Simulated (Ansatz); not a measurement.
B2Cl4

| atom | x (Å) | y (Å) | z (Å) |
| --- | --- | --- | --- |
| B | -2.0920 | -0.1895 | 0.6732 |
| B | -1.6228 | -0.5912 | -0.9015 |
| Cl | -3.6919 | 0.4605 | 0.9813 |
| Cl | -0.8455 | 0.6021 | -1.9255 |
| Cl | -0.9824 | -0.4191 | 2.0123 |
| Cl | -1.9096 | -2.2058 | -1.5243 |

Geometry: r2SCAN-D4/def2-SVP.

Method: isolated molecule in a Gaussian basis; Kohn-Sham density functional theory, functional PBE0 in Ansatz 0.2.0.

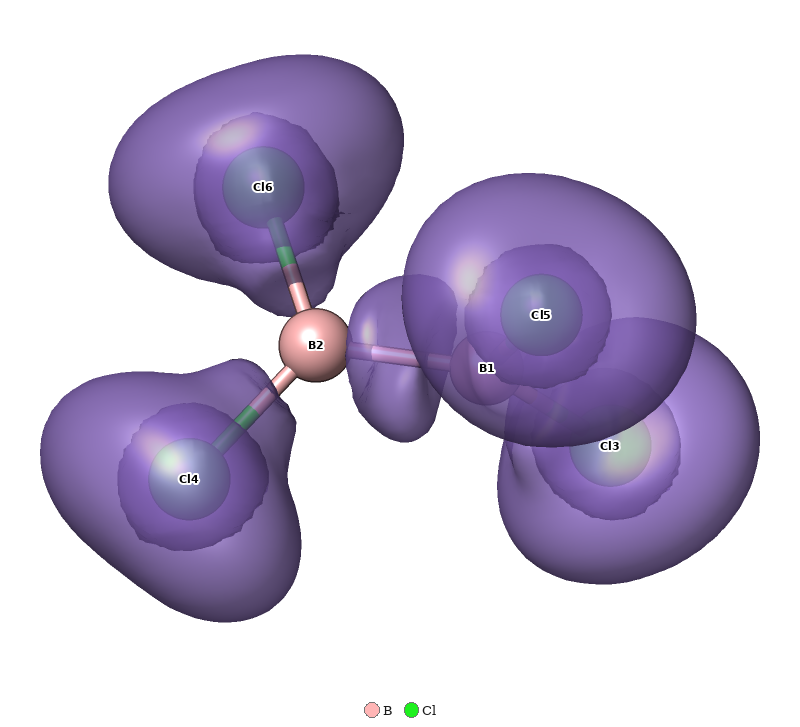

Figure 1. Isosurface of the electron localisation function at 0.75 (purple), seen at an oblique angle. Core shells and regions of very low density are left out.

Q: Identify the bonds, lone pairs and shells in this picture.

A: The surface consists of one region between bonded B–B atoms (shared pairs) and four regions on Cl in which the atom's valence shell and bonds are merged. Profiles from the grid: B–B (1.69 Å): the ELF peaks at about 1 between the atoms (a shared electron pair). B–Cl (1.75 Å): the ELF peaks at about 0.90 between the atoms, as expected for a shared but strongly polarised pair.

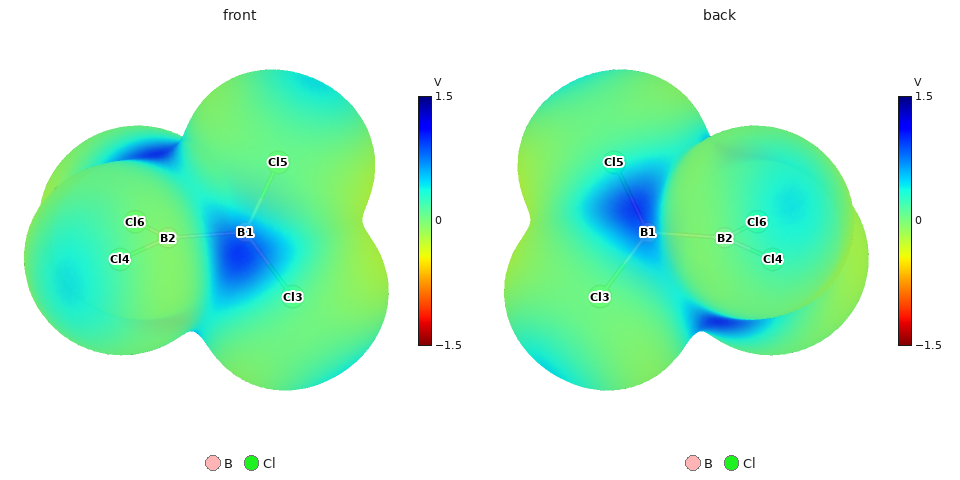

Figure 2. The molecular electrostatic potential painted on the density surface at 0.001 e/bohr³, seen from the front and from behind; the colour scale runs from red (negative) to blue (positive).

Q: Describe the electrostatic potential map.

A: The most negative region (about −0.2 V) lies over Cl3, Cl4, Cl5 and Cl6, the most positive (about +1.0 V, or +23 kcal/mol for a unit charge) over B1 and B2. Cl3 shows a σ-hole: about +0.4 V, or +9 kcal/mol for a unit charge at the tip opposite its bond, against about 0.0 V on its flanks. Cl4 shows a σ-hole: about +0.4 V, or +9 kcal/mol for a unit charge at the tip opposite its bond, against about 0.0 V on its flanks. Cl5 shows a σ-hole: about +0.4 V, or +9 kcal/mol for a unit charge at the tip opposite its bond, against about 0.0 V on its flanks. Cl6 shows a σ-hole: about +0.4 V, or +9 kcal/mol for a unit charge at the tip opposite its bond, against about 0.0 V on its flanks.

Q: How polar is the molecule by this calculation?

A: Its dipole moment is zero.

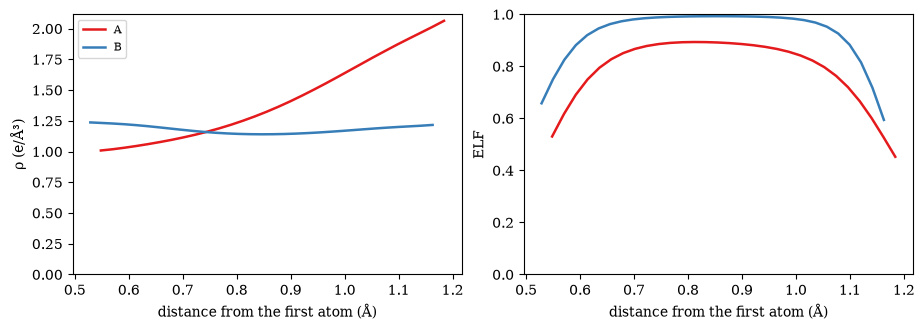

Figure 3. Total electron density and electron localisation function along straight lines between neighbouring atoms. The curves leave out the atomic cores.

Q: Which curve belongs to which contact (B–B and B–Cl)? The first atom named is at distance zero.

A: Curve A: B–Cl (1.75 Å): ρ at the midpoint is about 1.4 e/Å³; the ELF peaks at about 0.90 between the atoms (a polar covalent bond). Curve B: B–B (1.69 Å): the density is about 1.1 e/Å³ at the midpoint; the ELF peaks at about 1 between the atoms, as expected for a shared electron pair.

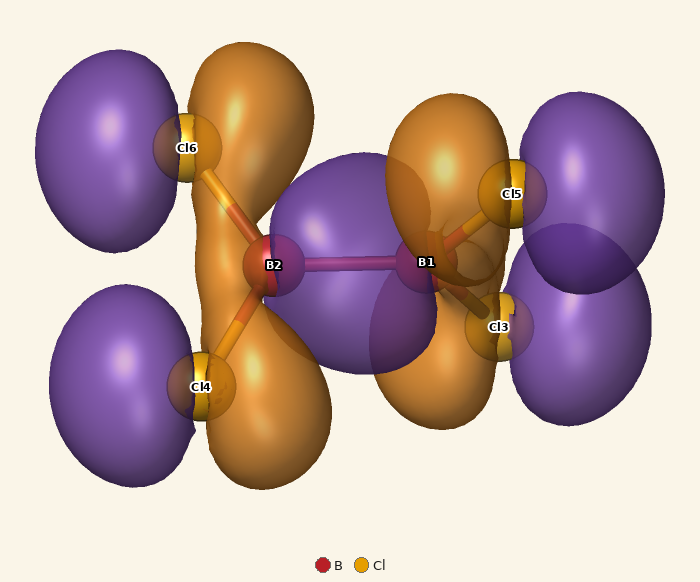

Figure 4. The HOMO at ±0.06 Å⁻³ᐟ² (orange and purple are the two phases), seen at a tilt.

Q: Where does this orbital lie, and at what energy?

A: Its weight (Hirshfeld) is mainly on Cl4 (about 15 %), Cl3 (about 15 %), Cl6 (about 15 %), Cl5 (about 15 %), B1 (about 15 %) and B2 (about 15 %). Its energy is −8.59 eV.
